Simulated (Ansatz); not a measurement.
# MoO3 (molybdenum trioxide) at HF/3-21G

Aim: the energy change on altering one bond length of MoO3 (molybdenum trioxide) at HF/3-21G, from 2 runs. 

The results are computed with Ansatz 0.2.0.

3 further runs of the same task are left out: 2 that didn't finish, 1 set aside as unsound or not needed.

**1. The system as given**

MoO3 has 4 atoms, charge 0, and is taken as a singlet. SMILES: `[O]=[Mo](=[O])=[O]`. Geometry: relaxed at PBE0-D4/def2-TZVP.

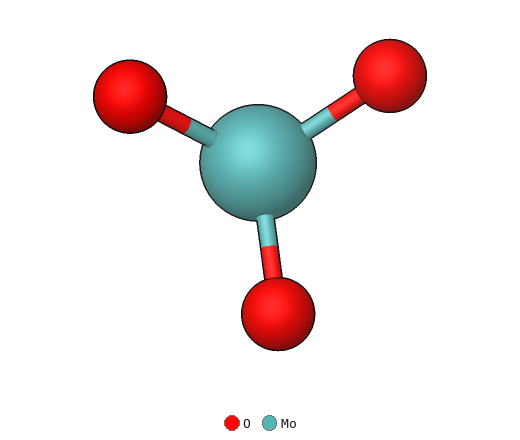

The structure, seen from a chosen angle (oxygen red, molybdenum teal).

**2. The energy at HF/3-21G**

in.yaml

```yaml
crystal:
  periodic: [false, false, false]
  atoms:
    - {symbol: O, position_ang: [-0.968000, -0.149800, 1.262500]}
    - {symbol: Mo, position_ang: [-0.138100, -0.336500, -0.200300]}
    - {symbol: O, position_ang: [1.507000, -0.607600, 0.088800]}
    - {symbol: O, position_ang: [-0.345200, 1.033600, -1.171400]}
basis:
  gaussian:
    orbitals: 3-21G-spherical.json
hamiltonian:
  xc: hf
accuracy: high
output:
  orbitals: {seedname: orbitals}
```

The basis set 3-21G is read from a file made from the Basis Set Exchange's data (not shown).

Started as:

```bash
$ ansatz run in.yaml --threads 1 --pin off --max-ram 3480MiB --events-out events.jsonl --progress --plain --runs-dir runs
```

Output:

```text
Warning: RAYON_NUM_THREADS=1 ignored (pool sized by the plan → 1); use --threads N
Functional definition: HF
  name "HF"
  exchange = exact_x
  correlation = 0
1345 factors; integrals over basis functions are off by at most 8.1e-9 eV
mean field evaluation 1: about -113722.2493 eV, gradient 8.4e1 eV
mean field evaluation 2: about -113722.4512 eV, gradient 8.4e1 eV
mean field evaluation 4: about -113737.9887 eV, gradient 8.4e0 eV
mean field evaluation 8: about -113738.1672 eV, gradient 1.0e0 eV
mean field evaluation 16: about -113738.1911 eV, gradient 6.6e-5 eV
mean field evaluation 32: about -113723.8832 eV, gradient 4.0e1 eV
mean field evaluation 64: about -113728.5786 eV, gradient 4.3e0 eV
mean field -113738.19106501 eV, -4179.8014271244 hartree, gradient 3.3e-8 eV, S^2 0.000000; 0 other end points of the search recorded, 0 dependent functions left out
reference -113738.19106501 eV, -4179.8014271244 hartree; 33, 33 occupied and 30, 30 virtual orbitals, 1345 factors
Total energy: -113738.19106501 eV, -4179.8014271244 hartree
```

Run time: 2.7 s. Hardware: 1 thread of Arm Neoverse V1, shared host; peak memory 0.2 GiB.

**3. The distorted shape at the same level**

run.yaml

```yaml
crystal:
  periodic: [false, false, false]
  atoms:
    - {symbol: O, position_ang: [-2.284080, 0.067080, 1.031220]}
    - {symbol: Mo, position_ang: [-1.454180, -0.119620, -0.431580]}
    - {symbol: O, position_ang: [1.507000, -0.607600, 0.088800]}
    - {symbol: O, position_ang: [-1.661280, 1.250480, -1.402680]}
basis:
  gaussian:
    orbitals: 3-21G-spherical.json
hamiltonian:
  xc: hf
output:
  orbitals: {seedname: orbitals}
accuracy: high
```

The basis set 3-21G is read from a file made from the Basis Set Exchange's data (not shown).

Started as:

```bash
$ ansatz run run.yaml --threads 1 --pin off --max-ram 3480MiB --events-out events.jsonl --progress --plain --runs-dir runs
```

Output (excerpt; [...] marks lines left out):

```text
Warning: RAYON_NUM_THREADS=1 ignored (pool sized by the plan → 1); use --threads N
[... 2 set-up lines as earlier in the session ...]
[...]
1283 factors; integrals over basis functions are off by at most 5.1e-9 eV
[...]
mean field -113733.74039953 eV, -4179.6378681846 hartree, gradient 1.2e-8 eV, S^2 0.000000; 4 other end points of the search recorded, 0 dependent functions left out
reference -113733.74039953 eV, -4179.6378681846 hartree; 33, 33 occupied and 30, 30 virtual orbitals, 1283 factors
Total energy: -113733.74039953 eV, -4179.6378681846 hartree
```

Run time: 12 s. Hardware: 1 thread of Arm Neoverse V1, shared host; peak memory 0.2 GiB.

**4. What came out**

Level: HF/3-21G.

| quantity | value |
| --- | --- |
| first shape: total energy | -4179.80143 Eh |
| first shape: HOMO energy | -12.21 eV |
| first shape: LUMO energy | -1.72 eV |
| first shape: HOMO–LUMO gap | 10.50 eV |
| distorted shape: total energy | -4179.63787 Eh |
| distorted shape: HOMO energy | -8.60 eV |
| distorted shape: LUMO energy | -1.35 eV |
| distorted shape: HOMO–LUMO gap | 7.26 eV |
| energy change with the Mo2–O3 bond stretched from 1.692 to 3.046 Å | 4.451 eV |

In words: With the Mo2–O3 bond stretched from 1.692 to 3.046 Å the energy rises by 4.45 eV (103 kcal/mol). The first shape isn't relaxed at this level, so the change isn't measured from a minimum. A restricted reference can't describe the breaking bond well at this length. Relativity is left out (first shape) although the molecule holds a heavy atom. Relativity is left out (distorted shape) although the molecule holds a heavy atom.
